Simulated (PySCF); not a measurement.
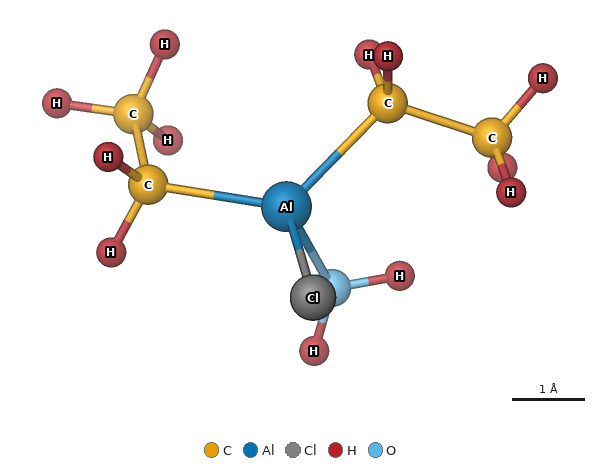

**Figure 1.** The starting structure (ball-and-stick view, seen at a tilt). Sticks mark near contacts.

# Geometry relaxation, with input and output: C4H12AlClO

The run: geometry relaxation of C4H12AlClO, SMILES C[CH2][Al-]([OH2+])([Cl])[CH2]C. Method and program: PBE0-D3(BJ)/ma-def2-SVP geometry optimisation, gas phase (PySCF 2.14.0).

### Output
```
step   0  E = -936.69795985  max force = 0.037557
step   1  E = -936.70508659  max force = 0.004956
step   2  E = -936.70474070  max force = 0.010287
step   3  E = -936.70661561  max force = 0.002930
step   4  E = -936.70702187  max force = 0.006622
step   5  E = -936.70735845  max force = 0.002708
step   6  E = -936.70759462  max force = 0.001830
step   7  E = -936.70767469  max force = 0.001946
step   8  E = -936.70771513  max force = 0.000646
step   9  E = -936.70764687  max force = 0.001264
step  10  E = -936.70772745  max force = 0.000357
optimisation converged
```

### Trajectory as extended XYZ (Å, eV, eV/Å), 11 frames, from step=0 to step=10
```
19
Properties=species:S:1:pos:R:3:forces:R:3 step=0 energy=-25488.84977
C     2.4958   -0.7442    0.8162   -0.6565   0.5013  -0.3265
C     1.4039   -0.0959   -0.0568   -0.0965   0.2134   0.5453
Al   -0.1988    0.6955    0.9132   -0.5588  -1.2375  -1.9313
Cl    0.2513    2.1243    2.3334    0.4315   1.1669   1.1265
C    -1.9928    0.8209    0.0145    0.3770  -0.1530  -0.0364
C    -2.2479   -0.2457   -1.0595    0.1945   0.4807   0.5523
H     2.7352   -0.1111    1.6712    0.2165   0.1737   0.3712
H     3.4152   -0.8980    0.2498    0.3608  -0.1902  -0.0878
H     2.1818   -1.7230    1.1883   -0.0295  -0.4450   0.2032
H     1.1191   -0.8166   -0.8326   -0.3028  -0.1293  -0.1958
H     1.8857    0.7191   -0.6157   -0.0349   0.2718  -0.0905
H    -2.8188    0.7822    0.7412   -0.0165   0.0631   0.2860
H    -2.0995    1.8077   -0.4584    0.0654   0.2720   0.0157
H    -2.2126   -1.2447   -0.6281   -0.0216  -0.5003   0.0642
H    -1.4861   -0.1945   -1.8340    0.2754  -0.0849  -0.4297
H    -3.2222   -0.1126   -1.5321   -0.3387  -0.0481  -0.2251
O    -0.4467   -0.8860    2.0764    0.0758  -0.2201  -0.1761
H    -1.0348   -1.0772    2.8140    0.0470   0.0814   0.1141
H     0.4099   -1.3172    2.1875    0.0119  -0.2158   0.2207
19
Properties=species:S:1:pos:R:3:forces:R:3 step=1 energy=-25489.04370
C     2.4715   -0.7026    0.7902   -0.0090  -0.0170   0.0029
C     1.4032   -0.0712   -0.1077    0.1437   0.0811  -0.1202
Al   -0.1695    0.6511    0.8370    0.1279  -0.2175  -0.1567
Cl    0.3372    2.1307    2.3413   -0.0004   0.0040   0.0436
C    -1.9618    0.8078    0.0337   -0.1012   0.0151   0.0203
C    -2.2636   -0.2467   -1.0358    0.0597  -0.0107   0.0330
H     2.7056   -0.0674    1.6608    0.0227  -0.0063   0.0073
H     3.4230   -0.8802    0.2594   -0.0314  -0.0351   0.0256
H     2.1583   -1.6929    1.1754    0.0183   0.0344   0.0103
H     1.1055   -0.7905   -0.8936   -0.0644   0.0245   0.0282
H     1.8692    0.7641   -0.6643   -0.0515   0.0304   0.0163
H    -2.7451    0.7800    0.8171    0.0737   0.0159   0.0102
H    -2.0654    1.8168   -0.4087    0.0612   0.0036   0.0487
H    -2.2225   -1.2705   -0.6258   -0.0171   0.0038  -0.0224
H    -1.5289   -0.2087   -1.8573   -0.0344  -0.0165  -0.0101
H    -3.2620   -0.1193   -1.4889    0.0156  -0.0128   0.0102
O    -0.3951   -0.9511    2.0615   -0.2548  -0.1142   0.0664
H    -1.0354   -0.8976    2.7805    0.0206  -0.0194   0.0825
H     0.3096   -1.5630    2.3188    0.0208   0.2367  -0.0961
19
Properties=species:S:1:pos:R:3:forces:R:3 step=2 energy=-25489.03429
C     2.4708   -0.7135    0.8334    0.1917  -0.1134   0.1021
C     1.4302   -0.0809   -0.0923    0.0759  -0.1771  -0.1914
Al   -0.1768    0.5982    0.7891   -0.1068   0.3985   0.5290
Cl    0.3585    2.0797    2.3395   -0.0852  -0.2443  -0.2301
C    -1.9433    0.8201   -0.0047   -0.2057   0.1144  -0.0393
C    -2.3096   -0.2217   -1.0636   -0.0214  -0.1467  -0.1484
H     2.7163   -0.0670    1.6984   -0.0584  -0.0383  -0.1284
H     3.4303   -0.9304    0.3247   -0.1274   0.0133   0.0491
H     2.1399   -1.6954    1.2379    0.0028   0.1241  -0.0511
H     1.1416   -0.7918   -0.8934    0.0757   0.0486   0.0828
H     1.8875    0.7752   -0.6259   -0.0380  -0.0267   0.0693
H    -2.6885    0.8205    0.8171    0.0410  -0.0165  -0.0791
H    -2.0125    1.8420   -0.4279    0.0119  -0.0902   0.0039
H    -2.2829   -1.2539   -0.6620   -0.0102   0.1444  -0.0265
H    -1.6050   -0.2068   -1.9180   -0.0976   0.0214   0.1267
H    -3.3217   -0.0748   -1.4881    0.1081   0.0082   0.0727
O    -0.4691   -0.9862    2.0473    0.2422  -0.1463  -0.1807
H    -1.0321   -1.1210    2.8198   -0.0410   0.2642  -0.0601
H     0.4149   -1.3105    2.2679    0.0423  -0.1377   0.0994
19
Properties=species:S:1:pos:R:3:forces:R:3 step=3 energy=-25489.08531
C     2.4881   -0.7280    0.7971    0.0115   0.0095  -0.0102
C     1.4404   -0.0921   -0.1205   -0.0176  -0.0351  -0.0023
Al   -0.1595    0.5941    0.7983   -0.0193   0.0921   0.1207
Cl    0.3653    2.0530    2.3378   -0.0064  -0.0461  -0.0273
C    -1.9495    0.8239    0.0249   -0.0057  -0.0261  -0.0085
C    -2.3287   -0.2125   -1.0357    0.0208  -0.0027  -0.0027
H     2.7364   -0.0781    1.6533    0.0015   0.0059  -0.0086
H     3.4370   -0.9478    0.2795   -0.0027  -0.0146  -0.0020
H     2.1507   -1.7007    1.2045   -0.0109  -0.0066   0.0143
H     1.1508   -0.8001   -0.9181    0.0088  -0.0097  -0.0121
H     1.8946    0.7653   -0.6502   -0.0008   0.0129   0.0116
H    -2.6919    0.8234    0.8457    0.0008   0.0016   0.0029
H    -2.0154    1.8437   -0.3967    0.0108   0.0018  -0.0109
H    -2.3036   -1.2405   -0.6359   -0.0114   0.0023   0.0039
H    -1.6305   -0.1941   -1.8891   -0.0126   0.0018  -0.0018
H    -3.3399   -0.0555   -1.4483   -0.0055   0.0088   0.0113
O    -0.4404   -0.9866    2.0415    0.0228  -0.1324  -0.1507
H    -1.0401   -0.9725    2.7969    0.0126   0.1121   0.0338
H     0.3830   -1.4150    2.3139    0.0035   0.0245   0.0386
19
Properties=species:S:1:pos:R:3:forces:R:3 step=4 energy=-25489.09636
C     2.4655   -0.8376    0.6784   -0.0531   0.0952  -0.0155
C     1.4114   -0.1613   -0.2039    0.0230   0.0177   0.1170
Al   -0.1173    0.5757    0.7969   -0.3405   0.0327  -0.1497
Cl    0.4517    2.0013    2.3380    0.1003   0.0161   0.0650
C    -1.9363    0.8662    0.1095    0.0685   0.0012  -0.0656
C    -2.3949   -0.1548   -0.9338    0.0471   0.0428   0.0270
H     2.7630   -0.1928    1.5218    0.0447   0.0093   0.0161
H     3.3870   -1.0956    0.1331    0.0365  -0.0330  -0.0200
H     2.1023   -1.7918    1.1026   -0.0109  -0.0766   0.0261
H     1.0719   -0.8531   -0.9942   -0.0287  -0.0111  -0.0212
H     1.8756    0.6864   -0.7399    0.0147   0.0051  -0.0064
H    -2.6418    0.8902    0.9605    0.0091  -0.0042   0.0338
H    -1.9835    1.8874   -0.3100   -0.0127   0.0233  -0.0286
H    -2.3908   -1.1810   -0.5333   -0.0140  -0.0497   0.0201
H    -1.7299   -0.1594   -1.8116    0.0091  -0.0088  -0.0527
H    -3.4135    0.0391   -1.3065   -0.0497   0.0123  -0.0047
O    -0.4185   -0.9752    2.0647   -0.0241   0.0973  -0.2533
H    -0.7980   -0.7162    2.9146    0.0975  -0.0148   0.0810
H     0.4520   -1.3639    2.2193    0.0829  -0.1547   0.2316
19
Properties=species:S:1:pos:R:3:forces:R:3 step=5 energy=-25489.10552
C     2.4386   -0.9150    0.7472   -0.0048   0.0319  -0.0104
C     1.4083   -0.2291   -0.1537    0.0149   0.0656   0.0007
Al   -0.1142    0.5952    0.7865   -0.0040  -0.1118  -0.1007
Cl    0.4791    2.0259    2.3152    0.0455   0.0504   0.0346
C    -1.8956    0.9257    0.0314   -0.0088   0.0183   0.0412
C    -2.3713   -0.0946   -1.0038    0.0200   0.0042   0.0020
H     2.7561   -0.2609    1.5765    0.0141  -0.0054   0.0085
H     3.3537   -1.2120    0.2080   -0.0014  -0.0158  -0.0043
H     2.0513   -1.8519    1.1930   -0.0119  -0.0036   0.0082
H     1.0520   -0.9287   -0.9321   -0.0046   0.0104   0.0034
H     1.9028    0.5895   -0.7090    0.0273  -0.0188  -0.0185
H    -2.6130    0.9823    0.8726   -0.0020   0.0031  -0.0133
H    -1.9058    1.9430   -0.4016    0.0037  -0.0023  -0.0064
H    -2.3794   -1.1203   -0.5992   -0.0104  -0.0151   0.0062
H    -1.7141   -0.1113   -1.8882    0.0063  -0.0079  -0.0129
H    -3.3914    0.1120   -1.3690   -0.0091   0.0068   0.0017
O    -0.4412   -0.9111    2.0951   -0.1393  -0.0717   0.1010
H    -0.8081   -0.6202    2.9418    0.0312   0.0008  -0.0015
H     0.3431   -1.4441    2.2904    0.0334   0.0610  -0.0393
19
Properties=species:S:1:pos:R:3:forces:R:3 step=6 energy=-25489.11195
C     2.4024   -0.9752    0.7787    0.0047   0.0213  -0.0246
C     1.3979   -0.2711   -0.1366   -0.0460   0.0308  -0.0127
Al   -0.1228    0.6016    0.7679    0.0159  -0.0941   0.0288
Cl    0.5083    2.0451    2.2758    0.0160   0.0526   0.0075
C    -1.8890    0.9517   -0.0088    0.0072   0.0066   0.0275
C    -2.3796   -0.0760   -1.0302   -0.0009   0.0123  -0.0014
H     2.7439   -0.3196    1.5970    0.0020   0.0036   0.0091
H     3.3064   -1.3132    0.2441   -0.0101  -0.0146   0.0097
H     1.9857   -1.8932    1.2393   -0.0067  -0.0022   0.0085
H     1.0280   -0.9701   -0.9095    0.0179   0.0044  -0.0010
H     1.9198    0.5251   -0.6989    0.0173  -0.0063  -0.0112
H    -2.6074    1.0325    0.8287   -0.0063   0.0062  -0.0057
H    -1.8772    1.9620   -0.4577    0.0000  -0.0037  -0.0061
H    -2.4040   -1.0963   -0.6120   -0.0066  -0.0059   0.0045
H    -1.7262   -0.1140   -1.9172    0.0080  -0.0064   0.0022
H    -3.3979    0.1427   -1.3943    0.0035  -0.0018  -0.0014
O    -0.4508   -0.8537    2.1554   -0.0194  -0.0608   0.0218
H    -0.6340   -0.5015    3.0385   -0.0034   0.0546  -0.0388
H     0.3436   -1.4026    2.2382    0.0071   0.0032  -0.0168
19
Properties=species:S:1:pos:R:3:forces:R:3 step=7 energy=-25489.11412
C     2.3887   -0.9882    0.7101    0.0152  -0.0157  -0.0045
C     1.3908   -0.2583   -0.1922   -0.0081  -0.0611   0.0204
Al   -0.1127    0.5867    0.7600   -0.0760   0.0494   0.0025
Cl    0.5643    2.0397    2.2469   -0.0068   0.0154   0.0133
C    -1.9001    0.9395    0.0406    0.0045   0.0088  -0.0297
C    -2.4270   -0.0991   -0.9521   -0.0095   0.0115  -0.0103
H     2.7670   -0.3382    1.5172    0.0009   0.0033  -0.0047
H     3.2703   -1.3648    0.1642   -0.0032   0.0003   0.0066
H     1.9493   -1.8879    1.1878    0.0128  -0.0004  -0.0060
H     1.0127   -0.9433   -0.9733    0.0079   0.0009  -0.0005
H     1.9221    0.5388   -0.7438   -0.0160   0.0144   0.0100
H    -2.5989    1.0467    0.8908    0.0099   0.0023   0.0082
H    -1.8838    1.9400   -0.4301   -0.0101   0.0009  -0.0078
H    -2.4725   -1.1100   -0.5123    0.0042   0.0117   0.0068
H    -1.7855   -0.1715   -1.8461   -0.0012  -0.0076   0.0067
H    -3.4442    0.1369   -1.3089    0.0067  -0.0058  -0.0033
O    -0.4161   -0.8347    2.1866    0.1001  -0.0037  -0.0871
H    -0.4681   -0.3897    3.0455   -0.0160   0.0286   0.0310
H     0.3883   -1.3761    2.2114   -0.0153  -0.0533   0.0484
19
Properties=species:S:1:pos:R:3:forces:R:3 step=8 energy=-25489.11522
C     2.3931   -0.9968    0.7152    0.0083  -0.0206   0.0086
C     1.3913   -0.2717   -0.1866    0.0156  -0.0199   0.0090
Al   -0.1057    0.5908    0.7593   -0.0011   0.0179   0.0189
Cl    0.5621    2.0539    2.2420   -0.0074  -0.0098  -0.0041
C    -1.8879    0.9536    0.0298   -0.0032  -0.0118  -0.0204
C    -2.4110   -0.0868   -0.9628   -0.0043   0.0039  -0.0091
H     2.7688   -0.3444    1.5217   -0.0010  -0.0025  -0.0069
H     3.2761   -1.3697    0.1691    0.0013   0.0068  -0.0038
H     1.9579   -1.8975    1.1941    0.0027   0.0147  -0.0052
H     1.0111   -0.9595   -0.9641   -0.0004   0.0007   0.0013
H     1.9205    0.5234   -0.7439   -0.0079   0.0021   0.0045
H    -2.5913    1.0650    0.8759    0.0043   0.0026   0.0070
H    -1.8672    1.9527   -0.4435    0.0018   0.0019  -0.0025
H    -2.4589   -1.0964   -0.5203    0.0007   0.0098   0.0053
H    -1.7642   -0.1627   -1.8526   -0.0026  -0.0063   0.0066
H    -3.4259    0.1479   -1.3265    0.0025  -0.0012  -0.0018
O    -0.4239   -0.8266    2.1826   -0.0192  -0.0332  -0.0136
H    -0.5438   -0.3947    3.0412    0.0109   0.0127   0.0161
H     0.3445   -1.4110    2.2703   -0.0008   0.0321  -0.0099
19
Properties=species:S:1:pos:R:3:forces:R:3 step=9 energy=-25489.11337
C     2.3754   -1.0492    0.8209   -0.0113   0.0077  -0.0119
C     1.3909   -0.3367   -0.1090    0.0007   0.0650  -0.0410
Al   -0.1167    0.5939    0.7576    0.0615  -0.0396  -0.0331
Cl    0.5334    2.0651    2.2386   -0.0013  -0.0012   0.0040
C    -1.8511    0.9945   -0.0624   -0.0115  -0.0112   0.0411
C    -2.3709   -0.0476   -1.0541   -0.0038  -0.0031   0.0038
H     2.7462   -0.3836    1.6181   -0.0026   0.0050   0.0049
H     3.2620   -1.4370    0.2912   -0.0015  -0.0033   0.0066
H     1.9296   -1.9377    1.3115   -0.0088  -0.0010   0.0133
H     1.0147   -1.0380   -0.8765    0.0001  -0.0030   0.0008
H     1.9354    0.4391   -0.6794    0.0131  -0.0168  -0.0087
H    -2.5765    1.1359    0.7611   -0.0090   0.0064  -0.0137
H    -1.7899    1.9861   -0.5476    0.0116  -0.0009   0.0044
H    -2.4353   -1.0522   -0.6031   -0.0086  -0.0027  -0.0009
H    -1.7131   -0.1379   -1.9339    0.0096  -0.0061   0.0040
H    -3.3782    0.1950   -1.4331    0.0015   0.0016  -0.0059
O    -0.4933   -0.7956    2.1891   -0.0570   0.0176   0.0264
H    -0.5919   -0.3442    3.0415    0.0114  -0.0175  -0.0046
H     0.2755   -1.3801    2.2717    0.0060   0.0027   0.0106
19
Properties=species:S:1:pos:R:3:forces:R:3 step=10 energy=-25489.11556
C     2.3822   -1.0264    0.7914   -0.0011  -0.0051  -0.0069
C     1.3963   -0.3135   -0.1369   -0.0029   0.0150  -0.0034
Al   -0.1122    0.5919    0.7521    0.0168  -0.0183  -0.0075
Cl    0.5410    2.0627    2.2333   -0.0010   0.0032   0.0016
C    -1.8628    0.9749   -0.0408   -0.0006   0.0040   0.0123
C    -2.3877   -0.0738   -1.0231    0.0004   0.0023   0.0001
H     2.7552   -0.3601    1.5872   -0.0024   0.0037   0.0016
H     3.2672   -1.4168    0.2611    0.0013   0.0000   0.0029
H     1.9353   -1.9128    1.2848   -0.0023   0.0014   0.0059
H     1.0219   -1.0140   -0.9057   -0.0008  -0.0018  -0.0010
H     1.9381    0.4661   -0.7040    0.0021  -0.0018  -0.0043
H    -2.5818    1.1201    0.7872   -0.0035   0.0021  -0.0029
H    -1.8078    1.9637   -0.5328    0.0010  -0.0022  -0.0016
H    -2.4590   -1.0738   -0.5631   -0.0042  -0.0005   0.0041
H    -1.7288   -0.1763   -1.9010    0.0045  -0.0066   0.0022
H    -3.3929    0.1711   -1.4062    0.0006   0.0010  -0.0041
O    -0.4790   -0.7952    2.1945   -0.0055  -0.0013   0.0068
H    -0.5670   -0.3348    3.0432   -0.0010   0.0022  -0.0029
H     0.2868   -1.3832    2.2806   -0.0015   0.0027  -0.0028
```

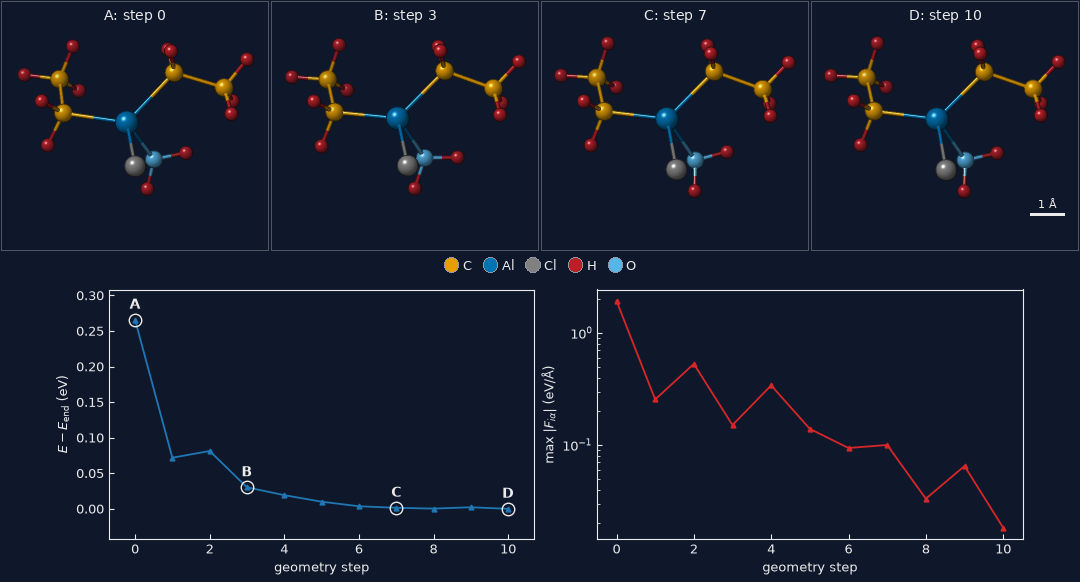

**Figure 2.** Frames of the relaxation (ball-and-stick view, seen at a tilt) above the curves, on which the letters mark them (steps are counted from 0).

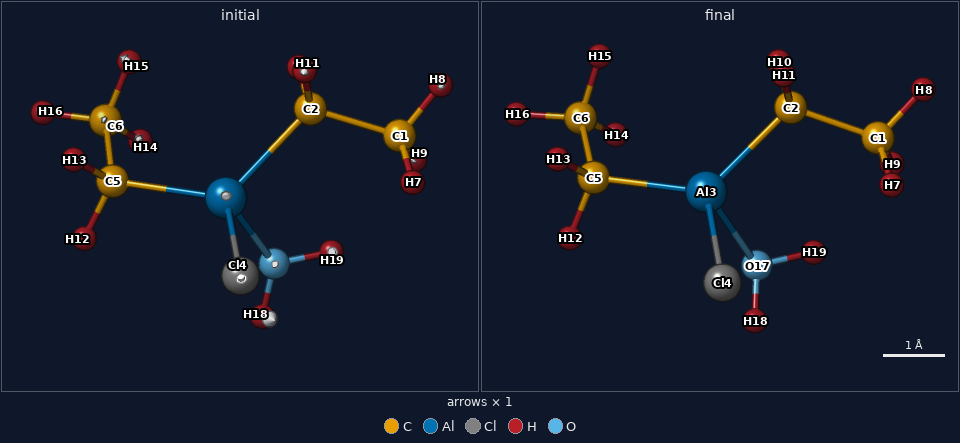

**Figure 3.** Before (left) and after (right) the relaxation, at one scale (ball-and-stick view, seen at a tilt). The white arrows give the displacements, at true length. H18 moves most after the best rigid fit: 0.63 Å. Largest moves by element: H 0.63 Å, Cl 0.21 Å, Al 0.18 Å, O 0.11 Å, C 0.10 Å. Among the contacts that change: Al3–Cl4 2.064 → 2.187 Å, C2–Al3 2.034 → 1.971 Å, Al3–O17 1.979 → 2.035 Å, Al3–C5 2.010 → 1.960 Å. Among the angles that change: Al3–O17–H18 133.3° → 108.2°, Cl4–Al3–O17 100.1° → 91.8°, C2–Al3–C5 121.0° → 126.2°. After 10 geometry steps the energy has fallen by 0.266 eV. The largest force component goes from 1.9 to 0.018 eV/Å. (Atoms are counted from 1 in the order of the input.)

The run was set up as follows.

### The input
```
{"job": {"xc": "PBE0", "basis": "ma-def2-SVP", "d3": "d3bj", "grid": 1, "kind": "geom"}, "charge": 0, "multiplicity": 1}
C      2.495814    -0.744167     0.816177
C      1.403920    -0.095901    -0.056802
Al    -0.198850     0.695448     0.913159
Cl     0.251260     2.124328     2.333417
C     -1.992774     0.820910     0.014478
C     -2.247850    -0.245650    -1.059466
H      2.735165    -0.111135     1.671217
H      3.415218    -0.898013     0.249770
H      2.181762    -1.722966     1.188272
H      1.119085    -0.816560    -0.832549
H      1.885660     0.719090    -0.615733
H     -2.818789     0.782185     0.741205
H     -2.099510     1.807751    -0.458355
H     -2.212586    -1.244687    -0.628063
H     -1.486069    -0.194494    -1.834003
H     -3.222190    -0.112633    -1.532144
O     -0.446729    -0.886000     2.076449
H     -1.034760    -1.077170     2.814014
H      0.409907    -1.317196     2.187467
```

The first line tells a small driver script what to run in PySCF; the rest is the geometry in Å.

Launched with:
```bash
OMP_NUM_THREADS=1 python <driver script> task.json out
```

### Key numbers

| quantity | value |
| --- | --- |
| outcome | converged |
| total energy | −936.707727 hartree |
| dipole moment | 3.82 D |
| point group | C1 |
| hardware | 1 CPU thread, shared host |
| wall time | 3.2 min |
| peak memory | 0.83 GiB |
